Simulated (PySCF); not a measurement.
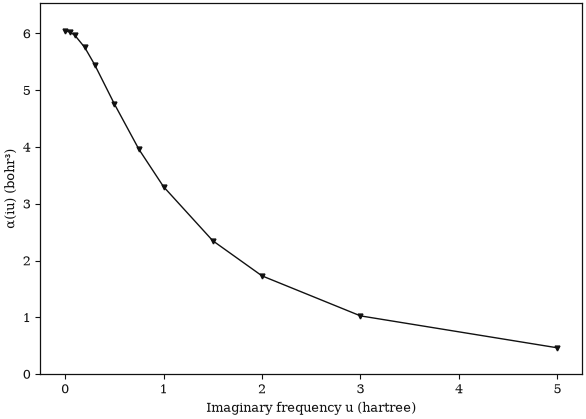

Figure 1. Dipole polarisability at imaginary frequency of Pd²⁺ ([Kr] 4d⁸). Coupled response at the HF level; PySCF, aug-cc-pwCVTZ-PP with a 28-electron core potential, unrestricted single determinants, no spin-orbit coupling. The static dipole polarisability is 6.04 bohr³; α(iu) falls to half of it near u = 1.1 hartree. The Casimir–Polder integral gives C₆ = 31.2 hartree bohr⁶ for two such species.

**Atomic calculation, with input and output: Pd²⁺**

- system: Pd²⁺, configuration 1s2 2s2 2p6 3s2 3p6 3d10 4s2 4p6 4d8, multiplicity 3.
- method: unrestricted HF, aug-cc-pwCVTZ-PP with ECP28, scalar-relativistic core potential (PySCF)

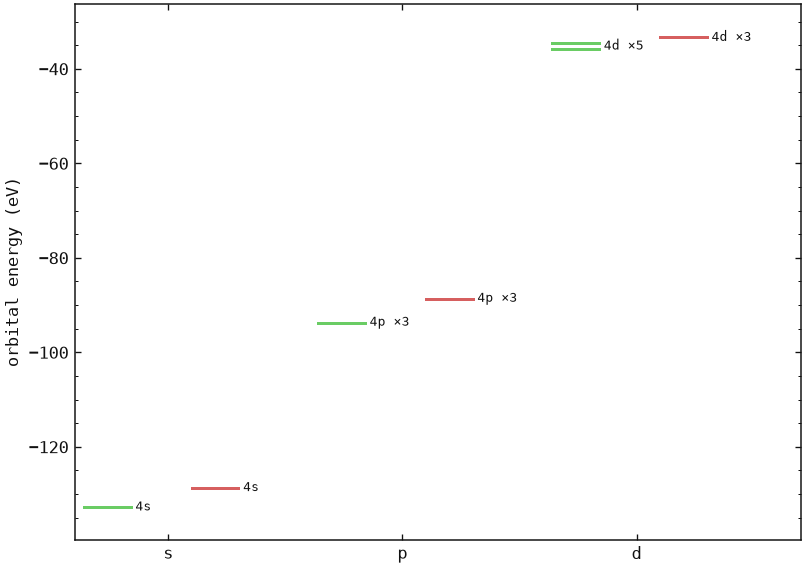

Figure 2. Orbital energies of the mean field, from the top down to −132.8 eV, by angular momentum, α spin at the left of each column and β at the right; ×n counts the orbitals under one label. The highest filled orbital is 4d β at −33.3 eV, the lowest empty one d β at −15.6 eV.

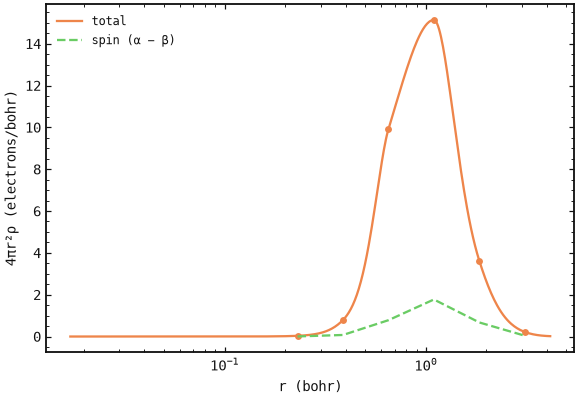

Figure 3. Spherically averaged radial density 4πr²ρ of the mean field (valence electrons alone, under a core potential) and its spin part; markers are the stored points, which are sparse, and the line is a monotone interpolation between them. The largest stored value is 15.1 electrons/bohr at r = 1.1 bohr. Root-mean-square radii of the shells: 4s 1.02, 4p 1.12, 4d 1.48 bohr.

Input and output of the run follow.

## Input file
```python
from pyscf import gto, scf, dft, mp, cc
import basis_set_exchange as bse
txt = bse.get_basis("aug-cc-pwCVTZ-PP", elements=["Pd"], fmt="nwchem", header=False)
cut = txt.index("\nECP")
mol = gto.M(atom="Pd 0 0 0", charge=2, spin=2, symmetry="D2h",
            basis=gto.basis.parse(txt[:cut]),
            ecp={"Pd": gto.basis.parse_ecp(txt[cut:])})
mf = scf.UHF(mol)
mf.irrep_nelec = {'Ag': (3, 1), 'B1g': (1, 1), 'B2g': (1, 1), 'B3g': (1, 1), 'B1u': (1, 1), 'B2u': (1, 1), 'B3u': (1, 1)}
mf.kernel()
```

The script is an equivalent of what the driver set up; the driver started from orbitals of its own, so the log can be shorter than this script's would be, and it computed the properties (radii, ⟨L²⟩, response) afterwards. It held the occupations shell by shell, which the script's counts by irreducible representation don't always enforce.

The run was one of a batch that the task file lists, launched with:
```bash
OMP_NUM_THREADS=1 python <driver script> TASK.json OUT
```

## The program's output (extracts)
```
damping factor = 0
level_shift factor = 0
DIIS = <class 'pyscf.scf.diis.CDIIS'>
diis_start_cycle = 1
diis_space = 10
diis_damp = 0
SCF conv_tol = 1e-09
SCF conv_tol_grad = None
number electrons alpha = 9  beta = 7
cycle= 1 E= -125.742022241444  delta_E= -0.00984  |g|= 0.0426  |ddm|= 0.0418
cycle= 2 E= -125.742427013277  delta_E= -0.000405  |g|= 0.00952  |ddm|= 0.0092
cycle= 3 E= -125.742451026072  delta_E= -2.4e-05  |g|= 0.00118  |ddm|= 0.00358
cycle= 4 E= -125.742451602619  delta_E= -5.77e-07  |g|= 0.000467  |ddm|= 0.000782
cycle= 5 E= -125.742451721281  delta_E= -1.19e-07  |g|= 5.73e-05  |ddm|= 0.000444
cycle= 6 E= -125.742451723086  delta_E= -1.8e-09  |g|= 6.43e-06  |ddm|= 5.16e-05
cycle= 7 E= -125.74245172311  delta_E= -2.42e-11  |g|= 4.82e-07  |ddm|= 6.16e-06
converged SCF energy = -125.74245172311  <S^2> = 2.0042637  2S+1 = 3.0028411
```

## Key numbers

| quantity | value |
| --- | --- |
| outcome | converged |
| total energy (valence electrons, under a core potential) | −125.742452 hartree |
| ⟨S²⟩ | 2.004 |
| ⟨L²⟩ | 12.06 |
| static polarisability | 6.04 bohr³ |
| C₆ of the like pair | 31.2 hartree bohr⁶ |
| SCF iterations | 7 |
| hardware | 1 thread of Arm Neoverse N1, 40 GiB of memory available, shared host |
| wall time | 1.7 min |
